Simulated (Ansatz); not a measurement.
**CoSi4Ru3: a trial structure relaxed, part 1 of 2**

Where does this trial cell of CoSi4Ru3 go when cell and atoms are let free?

Method: DFT PBE, scalar-relativistic, plane waves, PAW, in Ansatz 0.2.0.

## (1) The starting structure

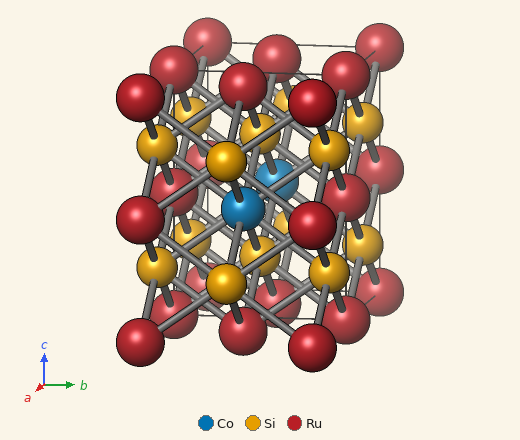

The starting structure, seen slightly off an axis (cobalt blue, silicon amber, ruthenium red). 2×1×1 cells are drawn. Atoms on the faces are drawn again on the opposite ones.

As a file:

```
CELL_PARAMETERS angstrom
4.28617 0.00000 0.00000
0.00000 4.28617 0.00000
0.00000 0.00000 6.06156
ATOMIC_POSITIONS crystal
Co 0.50000 0.50000 0.50000
Si 0.00000 0.50000 0.25000
Si 0.00000 0.50000 0.75000
Si 0.50000 0.00000 0.25000
Si 0.50000 0.00000 0.75000
Ru 0.00000 0.00000 0.00000
Ru 0.00000 0.00000 0.50000
Ru 0.50000 0.50000 0.00000
```

The start is an ordering of an alloy on its end members' structure types: elements ordered on the sites of the SiRu type, Ru/Co on Ru (P4/mmm, No. 123).

## (2) A first look at the guess

input.yaml

```yaml
crystal:
  lattice:
    - [4.28617027, 0.0, 0.0]
    - [0.0, 4.28617027, 0.0]
    - [0.0, 0.0, 6.06156013]
  atoms:
    - { symbol: Co, position: [0.5, 0.5, 0.5], spin: 3.0 }
    - { symbol: Si, position: [0.0, 0.5, 0.25] }
    - { symbol: Si, position: [0.0, 0.5, 0.75] }
    - { symbol: Si, position: [0.5, 0.0, 0.25] }
    - { symbol: Si, position: [0.5, 0.0, 0.75] }
    - { symbol: Ru, position: [0.0, 0.0, 0.0] }
    - { symbol: Ru, position: [0.0, 0.0, 0.5] }
    - { symbol: Ru, position: [0.5, 0.5, 0.0] }
basis:
  ecutwfc: 420
kpoints:
  mp_grid: { grid: [4, 4, 4] }
hamiltonian:
  xc: pbe
scf:
  occupations: { method: gaussian, width: 0.1 }
  lower_state_search: "off"
output:
  forces: true
  stress: true
  eigenvalues: true
  populations: true
magnetization:
  spin_polarized: true
```

The run is started by

```sh
ansatz run input.yaml --threads 1 --pin off --max-ram 2560MiB --backend cpu --events-out ev --progress --plain --runs-dir out
```

The program printed (excerpt; [...] marks lines left out):

```text
Warning: RAYON_NUM_THREADS=1 ignored (pool sized by the plan → 1); use --threads N
[...]
Pseudopotentials: kind: paw
Pseudopotential: Co, paw, valence charge 17, recommended cutoff 420 eV (normal), Co.paw.azcp
Pseudopotential: Si, paw, valence charge 4, recommended cutoff 420 eV (normal), Si.paw.azcp
Pseudopotential: Ru, paw, valence charge 16, recommended cutoff 420 eV (normal), Ru.paw.azcp
Functional definition: PBE
[...]
Crystal: 8 atoms, lattice volume = 111.358 Å³
Basis set: ecut = 420 eV, 2173 PW (Γ), exchange–correlation on 60×60×90 points (8 copies of the dense FFT grid, shifted against one another)
Bands: 51, of which v1, the nominal top of the filled ones, is band 41 counted from 1 (40 counted from 0)
Symmetry: 16 space group operations
Space group: P4/mmm (ITA 123), of the structure as read, at distance tolerance 4.8e-5 Å
Magnetic group: BNS 123.339 (UNI 999), of the structure as read, at distance tolerance 4.8e-5 Å
k-points: 18 of 64
[...]
Starting moments: Σ|m| = 3 μB on 1 of 8 sites
[...]
SCF iter   1: F=—  HF=-25311.561813 eV  |F-HF|=—  |Δ(HF+E_count)|=         —  Δρ=1.61e-1 (↑5.71e-2 ↓1.61e-1)  dr2=3.92e1  dr2_m=7.92e0  M=0.910 μB ∫|m|=1.187 μB  β_m=0.30  ethr=3.10e-3  ⟨swp⟩=6.7  Hψ=6665  notcnv=0
[...]
spin=Collinear: Kerker preconditioning applied to the charge; magnetization (m = ρ↑ − ρ↓) channel mixes plain (no charge-response kernel on spin).
[...]
SCF converged after 19 iterations
Magnetization: 0.8617 μB (40.9309 up, 40.0691 down)
Absolute magnetization: 1.2685 μB (∫|ρ↑−ρ↓|, with the PAW one-centre terms)
Spin contamination: 0.1151 ħ² per cell (⟨S²⟩ above its minimum at these occupations)
[...]
Free energy (F): -25308.601010 eV
[...]
E sigma→0 (E₀):  -25308.589813 eV
Entropy (-TS):   -0.022395 eV (-2.799 meV/atom)
Fermi energy:    15.979826 eV
[...]
--- Forces (eV/Å), atoms counted from 1 ---
  atom   1  Co     0.00000000    -0.00000000     0.00000000
  atom   2  Si     0.00000000     0.00000000     0.20641689
  atom   3  Si     0.00000000     0.00000000    -0.20641689
  atom   4  Si     0.00000000     0.00000000     0.20641689
  atom   5  Si     0.00000000     0.00000000    -0.20641689
  atom   6  Ru    -0.00000000    -0.00000000     0.00000000
  atom   7  Ru    -0.00000000     0.00000000     0.00000000
  atom   8  Ru     0.00000000     0.00000000     0.00000000
[...]
--- Stress (GPa, compression-positive) ---
      -21.213096       0.000000       0.000000
        0.000000     -21.213096       0.000000
        0.000000       0.000000     -22.437311
  P = ⅓ Tr σ = -21.6212 GPa (-216.212 kbar)
--- Band table (eV; the first three rows and the last of 36) ---
[...]
--- Löwdin populations: 8 sites ---
  site symbol       q [e]    m [muB]
     0     Co     16.5110     0.8061
     1     Si      3.9308    -0.0067
     2     Si      3.9308    -0.0067
     3     Si      3.9308    -0.0067
     4     Si      3.9308    -0.0067
     5     Ru     15.9724    -0.0868
     6     Ru     16.0366     0.1511
     7     Ru     16.0151     0.0564
  spilling = 0.009158 (of n_electrons = 81.000000)
```

It took 21 s on 1 thread of AMD EPYC 7R43 (Zen 3), shared host; peak memory 0.53 GiB.

Per atom:

| atom | moment in the atom's sphere (μB) | Löwdin electrons |
| --- | --- | --- |
| Co1 | 0.83 | 16.51 |
| Si2 | -0.01 | 3.93 |
| Si3 | -0.01 | 3.93 |
| Si4 | -0.01 | 3.93 |
| Si5 | -0.01 | 3.93 |
| Ru6 | -0.07 | 15.97 |
| Ru7 | 0.14 | 16.04 |
| Ru8 | 0.06 | 16.02 |

The Löwdin counts miss 0.74 of the 81 electrons, which the atomic orbitals do not span, so they are no charges.

The probe gives pressure -21.6 GPa, largest force 0.21 eV/Å, gap on this mesh none (metal). A guess like this is first relaxed loosely on the coarse mesh.

## (3) Rough relaxation on the coarse mesh

input.yaml: that of step 2 with these lines changed.

```diff
@@ -30 +30,6 @@
   spin_polarized: true
+relax:
+  adjacent_minimum: "off"
+  f_tol: 0.04
+  max_steps: 70
+  cell: { stress_tol: 0.4 }
```

The run is started by

```sh
ansatz run input.yaml --threads 1 --pin off --max-ram 2560MiB --backend cpu --events-out ev --progress --plain --runs-dir out
```

The program printed:

```text
Warning: RAYON_NUM_THREADS=1 ignored (pool sized by the plan → 1); use --threads N
Engine: ansatz 0.2.0, x86_64-unknown-linux-gnu
[... 5 set-up lines as earlier in the session ...]
  parameter kappa = 0.804
  parameter beta = 0.06672455060314922
  exchange = pbe_x(kappa = kappa, mu = beta*pi^2/3)
  correlation = pbe_c(beta = beta)
Crystal: 8 atoms, lattice volume = 111.358 Å³
Basis set: ecut = 420 eV, 2173 PW (Γ), exchange–correlation on 60×60×90 points (8 copies of the dense FFT grid, shifted against one another)
Bands: 51, of which v1, the nominal top of the filled ones, is band 41 counted from 1 (40 counted from 0)
[... 2 set-up lines as earlier in the session ...]
Magnetic group: BNS 123.339 (UNI 999), of the structure as read, at distance tolerance 4.8e-5 Å
k-points: 18 of 64
Non-local potential: Co, projectors of the file, l = 0: 3, l = 1: 2, l = 2: 3, l = 3: 1
Non-local potential: Si, projectors of the file, l = 0: 2, l = 1: 2, l = 2: 2
Non-local potential: Ru, projectors of the file, l = 0: 3, l = 1: 2, l = 2: 2, l = 3: 1
PAW form: soft (Blöchl's): semilocal exchange-correlation on the pseudo side does not see the compensation charge
PAW one-centre angular grid: Co, 590 points (default); XC on 64 Gauss nodes
PAW one-centre angular grid: Si, 110 points (default); XC on 64 Gauss nodes
PAW one-centre angular grid: Ru, 590 points (default); XC on 64 Gauss nodes
Initial density: superposition of atomic densities (chi_scale 0.1, normalization cell)
Starting moments: Σ|m| = 3 μB on 1 of 8 sites
Initial wavefunctions: pseudopotential atomic-orbital guess
Functional: x = pbe(κ = 0.804, μ = 0.2195149727645171), c = pbe(β = 0.06672455060314922)
SCF iter   1: F=—  HF=-25311.561813 eV  |F-HF|=—  |Δ(HF+E_count)|=         —  Δρ=1.61e-1 (↑5.71e-2 ↓1.61e-1)  dr2=3.92e1  dr2_m=7.92e0  M=0.910 μB ∫|m|=1.187 μB  β_m=0.30  ethr=3.10e-3  ⟨swp⟩=6.7  Hψ=6665  notcnv=0
preconditioner: auto → Kerker (q_TF=auto, 2.587 Å⁻¹)  [metal: Δε(μ)=0.001 eV  Ē_g=6.656 eV  σ=0.100 eV  W_gap=0.00  n_scr=36 (ndim 8)  ℏωp=24.6 eV  f_vac=0.000  D(μ)=4.52/eV (n_scr^D=36)]
spin=Collinear: Kerker preconditioning applied to the charge; magnetization (m = ρ↑ − ρ↓) channel mixes plain (no charge-response kernel on spin).
SCF iter   2: F=—  HF=-25310.172164 eV  |F-HF|=—  |Δ(HF+E_count)|=    1.39e0  Δρ=1.20e-1 (↑1.20e-1 ↓8.16e-2)  dr2=3.43e1  dr2_m=4.24e-1  M=2.020 μB ∫|m|=3.030 μB  β_m=0.30  ethr=3.10e-3  ⟨swp⟩=3.2  Hψ=4064  notcnv=0  defer=118
SCF iter   3: F=—  HF=-25308.481342 eV  |F-HF|=—  |Δ(HF+E_count)|=    1.69e0  Δρ=9.32e-2 (↑4.50e-2 ↓9.32e-2)  dr2=5.00e0  dr2_m=4.48e0  M=1.084 μB ∫|m|=1.771 μB  β_m=0.30  ethr=3.10e-3  ⟨swp⟩=2.9  Hψ=3902  notcnv=0  defer=118
SCF iter   4: F=—  HF=-25308.115617 eV  |F-HF|=—  |Δ(HF+E_count)|=   3.66e-1  Δρ=5.55e-2 (↑5.55e-2 ↓5.00e-2)  dr2=3.15e-1  dr2_m=2.75e0  M=1.170 μB ∫|m|=2.216 μB  β_m=0.30  ethr=3.10e-3  ⟨swp⟩=2.1  Hψ=2355  notcnv=0  defer=125
SCF iter   5: F=—  HF=-25308.250014 eV  |F-HF|=—  |Δ(HF+E_count)|=   1.34e-1  Δρ=4.69e-2 (↑3.84e-2 ↓4.69e-2)  dr2=1.09e-1  dr2_m=1.85e0  M=1.079 μB ∫|m|=2.064 μB  β_m=0.30  ethr=3.89e-4  ⟨swp⟩=2.0  Hψ=2862  notcnv=0  defer=138
Mixer restart at iter 5: flushing history
spin-set hold released at iteration 5 (the charge has settled, or the pull on large starting moments outlasts its swing): the magnetisation degrees of freedom join the quasi-Newton model from the next iteration; the mixer history was flushed
SCF iter   6: F=—  HF=-25308.370245 eV  |F-HF|=—  |Δ(HF+E_count)|=   1.20e-1  Δρ=3.57e-2 (↑3.57e-2 ↓2.89e-2)  dr2=4.21e-2  dr2_m=1.06e0  M=1.049 μB ∫|m|=2.025 μB  β_m=0.65  ethr=1.34e-4  ⟨swp⟩=2.0  Hψ=2648  notcnv=0  defer=146
SCF iter   7: F=—  HF=-25309.643515 eV  |F-HF|=—  |Δ(HF+E_count)|=    1.27e0  Δρ=1.09e-1 (↑3.17e-2 ↓1.09e-1)  dr2=1.83e1  dr2_m=1.58e0  M=0.658 μB ∫|m|=1.096 μB  β_m=0.23  ethr=5.20e-5  ⟨swp⟩=3.4  Hψ=4194  notcnv=0  defer=146  recentre
SCF iter   8: F=—  HF=-25308.548813 eV  |F-HF|=—  |Δ(HF+E_count)|=    1.09e0  Δρ=1.82e-2 (↑1.82e-2 ↓1.30e-2)  dr2=2.49e-2  dr2_m=2.46e-1  M=0.965 μB ∫|m|=1.702 μB  β_m=0.35  ethr=5.20e-5  ⟨swp⟩=3.6  Hψ=4397  notcnv=0  defer=124
SCF iter   9: F=—  HF=-25308.596146 eV  |F-HF|=—  |Δ(HF+E_count)|=   4.73e-2  Δρ=3.65e-3 (↑3.65e-3 ↓2.22e-3)  dr2=4.07e-3  dr2_m=7.32e-3  M=0.838 μB ∫|m|=1.393 μB  β_m=0.64  ethr=3.07e-5  ⟨swp⟩=2.0  Hψ=3240  notcnv=0  defer=129
SCF iter  10: F=—  HF=-25308.600323 eV  |F-HF|=—  |Δ(HF+E_count)|=   4.18e-3  Δρ=1.78e-3 (↑1.78e-3 ↓1.27e-3)  dr2=7.87e-3  dr2_m=9.58e-4  M=0.851 μB ∫|m|=1.297 μB  β_m=0.74  ethr=5.02e-6  ⟨swp⟩=2.0  Hψ=3300  notcnv=0  defer=129
SCF iter  11: F=—  HF=-25308.601229 eV  |F-HF|=—  |Δ(HF+E_count)|=   9.06e-4  Δρ=9.22e-4 (↑9.22e-4 ↓7.52e-4)  dr2=4.42e-3  dr2_m=1.56e-4  M=0.856 μB ∫|m|=1.290 μB  β_m=0.61  ethr=5.02e-6  ⟨swp⟩=2.0  Hψ=2365  notcnv=0  defer=129
SCF iter  12: F=—  HF=-25308.601005 eV  |F-HF|=—  |Δ(HF+E_count)|=   2.25e-4  Δρ=3.82e-4 (↑3.82e-4 ↓2.33e-4)  dr2=1.94e-4  dr2_m=3.27e-5  M=0.863 μB ∫|m|=1.284 μB  β_m=0.73  ethr=5.02e-6  ⟨swp⟩=1.9  Hψ=1903  notcnv=0  defer=129
SCF iter  13: F=—  HF=-25308.601032 eV  |F-HF|=—  |Δ(HF+E_count)|=   2.72e-5  Δρ=1.03e-4 (↑8.11e-5 ↓1.03e-4)  dr2=2.00e-5  dr2_m=3.85e-6  M=0.863 μB ∫|m|=1.273 μB  β_m=0.82  ethr=2.39e-7  ⟨swp⟩=2.2  Hψ=2534  notcnv=0  defer=129
SCF iter  14: F=—  HF=-25308.601012 eV  |F-HF|=—  |Δ(HF+E_count)|=   1.99e-5  Δρ=1.15e-4 (↑9.38e-5 ↓1.15e-4)  dr2=4.32e-5  dr2_m=5.38e-7  M=0.862 μB ∫|m|=1.269 μB  β_m=0.82  ethr=2.47e-8  ⟨swp⟩=2.0  Hψ=3040  notcnv=0  defer=129
SCF iter  15: F=—  HF=-25308.601011 eV  |F-HF|=—  |Δ(HF+E_count)|=   1.18e-6  Δρ=7.25e-5 (↑4.19e-5 ↓7.25e-5)  dr2=1.18e-5  dr2_m=4.23e-7  M=0.862 μB ∫|m|=1.269 μB  β_m=0.91  ethr=2.47e-8  ⟨swp⟩=1.2  Hψ=1720  notcnv=0  defer=129
SCF iter  16: F=—  HF=-25308.601011 eV  |F-HF|=—  |Δ(HF+E_count)|=   2.62e-7  Δρ=5.67e-5 (↑5.67e-5 ↓5.67e-5)  dr2=1.30e-5  dr2_m=4.48e-8  M=0.862 μB ∫|m|=1.268 μB  β_m=0.64  ethr=1.46e-8  ⟨swp⟩=2.0  Hψ=2026  notcnv=0  defer=129
SCF iter  17: F=—  HF=-25308.601011 eV  |F-HF|=—  |Δ(HF+E_count)|=   3.29e-7  Δρ=4.13e-5 (↑3.54e-5 ↓4.13e-5)  dr2=5.73e-6  dr2_m=2.28e-8  M=0.862 μB ∫|m|=1.268 μB  β_m=0.45  ethr=1.46e-8  ⟨swp⟩=1.0  Hψ=1696  notcnv=0  defer=129
SCF iter  18: F=—  HF=-25308.601010 eV  |F-HF|=—  |Δ(HF+E_count)|=   2.88e-7  Δρ=8.70e-6 (↑7.94e-6 ↓8.70e-6)  dr2=2.56e-7  dr2_m=4.57e-9  M=0.862 μB ∫|m|=1.268 μB  β_m=0.72  ethr=7.08e-9  ⟨swp⟩=1.2  Hψ=1709  notcnv=0  defer=129
SCF iter  19: F=-25308.601010 eV  HF=-25308.601010 eV  |F-HF|=6.65e-8  |Δ(HF+E_count)|=   8.55e-9  Δρ=4.44e-6 (↑4.44e-6 ↓4.12e-6)  dr2=7.34e-8  dr2_m=9.49e-10  M=0.862 μB ∫|m|=1.268 μB  ethr=1.23e-10  ⟨swp⟩=9.9  Hψ=6806  notcnv=0
SCF 1 converged in 19 iterations: F = -25308.601010 eV  dr2 = 7.34e-8
relax step   1: F+E_penalty+E_count = -25308.60101024 eV  Δ(F+E_penalty+E_count) = +0.000e0 eV  max|allowed force component| = 2.064e-1 eV/Å  Δτ_max = 0.0000 Å  P = -21.621 GPa  Ω = 111.358 Å³  (19 SCF iters, dr2 threshold 1.00e-7 eV, accepted)
[... 26 lines left out ...]
relax step   2: F+E_penalty+E_count = -25309.56230568 eV  Δ(F+E_penalty+E_count) = -9.613e-1 eV  max|allowed force component| = 2.275e-1 eV/Å  Δτ_max = 0.0148 Å  P = +4.043 GPa  Ω = 97.083 Å³  energy of the carried Pulay correction = +4.841e-3 eV  (15 SCF iters, dr2 threshold 8.00e-7 eV, accepted)
[... 17 lines left out ...]
relax step   3: F+E_penalty+E_count = -25309.58493605 eV  Δ(F+E_penalty+E_count) = -2.263e-2 eV  max|allowed force component| = 1.236e-2 eV/Å  Δτ_max = 0.0116 Å  P = -0.867 GPa  Ω = 99.002 Å³  energy of the carried Pulay correction = +4.152e-3 eV  (10 SCF iters, dr2 threshold 8.00e-7 eV, accepted)
[... 13 lines left out ...]
relax step   4: F+E_penalty+E_count = -25309.58613757 eV  Δ(F+E_penalty+E_count) = -1.202e-3 eV  max|allowed force component| = 5.795e-3 eV/Å  Δτ_max = 0.0003 Å  P = -0.036 GPa  Ω = 98.658 Å³  energy of the carried Pulay correction = +4.275e-3 eV  (7 SCF iters, dr2 threshold 8.00e-7 eV, accepted)
[... 14 lines left out ...]
relax step   5: F+E_penalty+E_count = -25309.58131371 eV  Δ(F+E_penalty+E_count) = +4.824e-3 eV  max|allowed force component| = 5.790e-3 eV/Å  Δτ_max = 0.0000 Å  P = -0.019 GPa  Ω = 98.658 Å³  stress off target by 1.31e-1 GPa  SCF on the basis re-selected at this cell (its energy is not comparable with the rows above)  (8 SCF iters)
basis re-selected at this cell: Δ(F+E_penalty+E_count) = +4.824e-3 eV, ΔP = +0.017 GPa vs the last step (what re-selecting the basis moved, of the pressure what is left beyond the Pulay correction that the steps carried, after the strain that the cell walked since its last selection, with what the two solves' SCF thresholds leave and, on support functions, any second-order correction that the steps lacked; it is no measure of the basis error at this ecutwfc). The dense FFT grid was sized anew with the basis: this SCF ran on 30×30×40 points, the steps before it on 30×30×45, so part of this shift can come from that change (see relax.cell in the input reference). This SCF's stress stands 1.31e-1 GPa from its target on what of the cell is left free (relax.cell.stress_tol is 4.00e-1 GPa) and its largest allowed force component is 5.79e-3 eV/Å (relax.f_tol is 4.00e-2 eV/Å): within both
SCF converged after 8 iterations
Magnetization: 0.8132 μB (40.9066 up, 40.0934 down)
Absolute magnetization: 1.0728 μB (∫|ρ↑−ρ↓|, with the PAW one-centre terms)
Spin contamination: 0.0529 ħ² per cell (⟨S²⟩ above its minimum at these occupations)
Per-site moments (μB) at R_I (Å): [(0.6836844549076295, 1.0340471949329926), (-0.002839510937059918, 1.0340471949329926), (-0.002839510937059873, 1.0340471949329928), (-0.0028395109370601664, 1.0340471949329926), (-0.002839510937060115, 1.0340471949329928), (-0.043768575200603316, 1.0458184896655909), (0.17549389484444058, 1.0340471949329926), (0.046049624681864756, 1.0458184896655909)]
Free energy (F): -25309.581314 eV
Harris-Foulkes:  -25309.581314 eV  (|F-HF|=3.86e-9)
Internal energy: -25309.563826 eV  (E = F + TS)
E sigma→0 (E₀):  -25309.572570 eV
Entropy (-TS):   -0.017488 eV (-2.186 meV/atom)
Fermi energy:    18.537309 eV
--- Per-component energies (eV) ---
  E_band       = -467.280841
  E_kinetic    = 2185.826818
  E_local      = -8601.713113  (includes V_loc(G=0)·N_el)
  E_nonlocal   = 1586.458626
  E_hartree    = 3327.975455
  E_xc         = -962.148042
  E_vxc        = -1124.635615  (∫ρ·V_xc dr)
  E_paw        = -13951.652429  (= ΣΔE_a)
  E_vpaw       = -1169.171113  (= ΣTr[D̂ρ^β])
  E_aug_tail   = -0.000574  (compensation charges beyond the density's cutoff)
  E_ewald      = -8894.310565
  E_smearing   = -0.017488  (= −TS)
  E_closure    = -0.000000  (closes the sum)
  Σ components = -25309.581314   (vs F -25309.581314, Δ=0.00e0)
--- Forces (eV/Å), atoms counted from 1 ---
  atom   1  Co    -0.00000000     0.00000000     0.00000000
  atom   2  Si     0.00000000     0.00000000     0.00579044
  atom   3  Si    -0.00000000     0.00000000    -0.00579044
  atom   4  Si     0.00000000     0.00000000     0.00579044
  atom   5  Si    -0.00000000     0.00000000    -0.00579044
  atom   6  Ru     0.00000000     0.00000000     0.00000000
  atom   7  Ru    -0.00000000    -0.00000000     0.00000000
  atom   8  Ru    -0.00000000    -0.00000000     0.00000000
  max |Σ_I F_I| component: 1.73e-18 eV/Å
--- Stress (GPa, compression-positive) ---
       -0.093903      -0.000000      -0.000000
       -0.000000      -0.093903      -0.000000
       -0.000000      -0.000000       0.131441
  P = ⅓ Tr σ = -0.0188 GPa (-0.188 kbar)
--- Band table (eV; the first three rows and the last of 36) ---
  k-point 0 ↑: bands = ["-77.0516", "-54.4383", "-54.3999", "-54.3328", "-40.3776", "-40.3776", "-40.3073", "-24.6529", "-24.5578", "-24.5578", "-24.5136", "-24.5136", "-24.4098", "-24.3454", "-24.3153", "-24.3153", "5.3140", "9.0972", "9.3375", "10.2704", "11.7771", "11.7771", "11.8407", "13.5323", "13.6750", "14.0886", "14.0886", "14.4245", "14.7558", "15.3555", "15.3555", "15.5279", "16.2222", "16.2222", "17.1308", "17.3996", "17.3996", "17.8224", "17.8416", "18.1410", "19.2500", "19.5815", "20.6398", "20.6398", "20.7919", "21.1626", "21.3606", "21.3606", "21.6142", "22.0645", "23.9351"]
[... 3 lines left out ...]
--- Relaxed structure (4 steps of the walk, 4 accepted, 1 SCFs on fresh bases) ---
  F+E_penalty+E_count = -25309.58131371 eV   max|allowed force component| = 5.790e-3 eV/Å   (the final SCF, on the basis selected at the relaxed cell)
  cell:  # Å, volume = 98.6576 Å³
    - [4.132520083506111, 1.7158085183500222e-33, 0.0]
    - [1.7158085183500222e-33, 4.132520083506111, 0.0]
    - [0.0, 0.0, 5.776978228563694]
  atoms:
    - { symbol: Co, position: [0.5, 0.5, 0.5000000000000001] }
    - { symbol: Si, position: [1.5906664470353113e-35, 0.5, 0.2543113189794777] }
    - { symbol: Si, position: [2.0294709841484971e-35, 0.5, 0.7456886810205227] }
    - { symbol: Si, position: [0.5, 2.874169718091413e-36, 0.2543113189794777] }
    - { symbol: Si, position: [0.5, -4.146702875719628e-36, 0.7456886810205227] }
    - { symbol: Ru, position: [1.3098315432828677e-35, 2.8741697180913844e-36, 0.0] }
    - { symbol: Ru, position: [-2.551648383313191e-35, 3.04969153293666e-36, 0.5000000000000001] }
    - { symbol: Ru, position: [0.5, 0.5, 0.0] }
--- Löwdin populations: 8 sites ---
  site symbol       q [e]    m [muB]
     0     Co     16.5502     0.6584
     1     Si      3.8743     0.0014
     2     Si      3.8743     0.0014
     3     Si      3.8743     0.0014
     4     Si      3.8743     0.0014
     5     Ru     16.0124    -0.0536
     6     Ru     16.0814     0.1897
     7     Ru     16.0529     0.0470
  spilling = 0.009951 (of n_electrons = 81.000000)
```

Wall time 83 s (1 thread of AMD EPYC 7R43 (Zen 3), shared host); peak memory 0.57 GiB.

Step by step:

| step | E - E(step 1) (eV/cell) | largest force component (eV/Å) | pressure (GPa) | volume (Å³) |
| --- | --- | --- | --- | --- |
| 1 | 0.0000 | 0.2064 | -21.62 | 111.36 |
| 2 | -0.9613 | 0.2275 | 4.04 | 97.08 |
| 3 | -0.9839 | 0.0124 | -0.87 | 99.00 |
| 4 | -0.9851 | 0.0058 | -0.04 | 98.66 |
| 5 | -0.9803 | 0.0058 | -0.02 | 98.66 |

Step 1 is the start. Step 5 repeats the geometry before it on a plane-wave basis chosen anew for that cell, so its energy need not be comparable with the rows above.

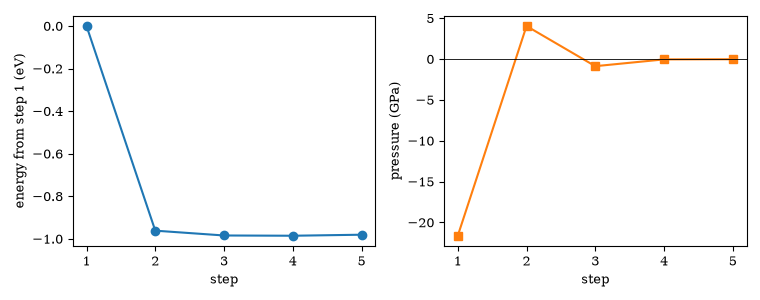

Energy and pressure along the relaxation.

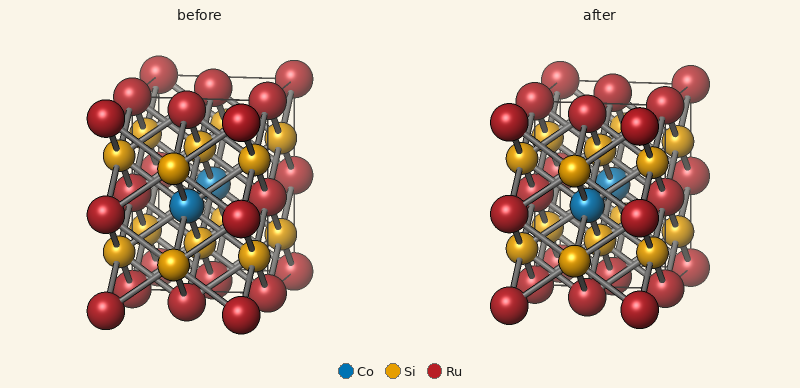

Before and after, at one scale.

|  | before | after | change |
| --- | --- | --- | --- |
| a (Å) | 4.286 | 4.133 | -3.6 % |
| b (Å) | 4.286 | 4.133 | -3.6 % |
| c (Å) | 6.062 | 5.777 | -4.7 % |
| volume (Å³/atom) | 13.92 | 12.33 | -11.4 % |
| shortest distance (Å) | 2.625 | 2.507 | -4.5 % |
| space group (0.01 Å) | P4/mmm | P4/mmm | same |

The run keeps the 16 symmetry operations of the start, so it could not have lowered the symmetry.

Site by site:

| atom | moment in the atom's sphere (μB) | Löwdin electrons |
| --- | --- | --- |
| Co1 | 0.68 | 16.55 |
| Si2 | 0.00 | 3.87 |
| Si3 | 0.00 | 3.87 |
| Si4 | 0.00 | 3.87 |
| Si5 | 0.00 | 3.87 |
| Ru6 | -0.04 | 16.01 |
| Ru7 | 0.18 | 16.08 |
| Ru8 | 0.05 | 16.05 |

The Löwdin counts miss 0.81 of the 81 electrons, which the atomic orbitals do not span, so they are no charges.

(Continued in part 2 of 2.)
